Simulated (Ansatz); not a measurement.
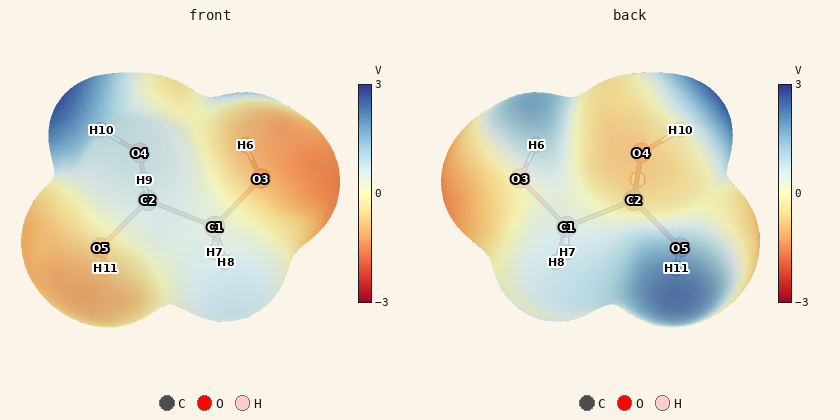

The picture shows: C₂H₆O₃ (SMILES OCC(O)O). The electrostatic potential painted on the density surface at 0.002 e/bohr³, seen from the front and from behind; the colour scale runs from red (negative) to blue (positive).

Geometry: r2SCAN-D4/def2-SVP.

All numbers below come from isolated molecule in a Gaussian basis; Kohn-Sham density functional theory, functional PBE0 in Ansatz.

```
atom    x (Å)    y (Å)    z (Å)
   C  -1.8061  -0.2033  -0.1520
   C  -0.6135  -0.0813   0.7838
   O  -2.7001   0.8638  -0.0015
   O  -1.1710   0.0111   2.0778
   O   0.2749  -1.1505   0.6603
   H  -2.8492   0.9392   0.9534
   H  -2.2823  -1.1919   0.0520
   H  -1.4502  -0.2158  -1.1939
   H  -0.0258   0.8249   0.5421
   H  -0.4612   0.2405   2.6927
   H  -0.2358  -1.9610   0.8098
```

Where is the surface potential most negative and most positive?

The most negative region (about −1.6 V) lies over O3, the most positive (about +2.6 V) over H10. O3 is the likeliest acceptor of a hydrogen bond.
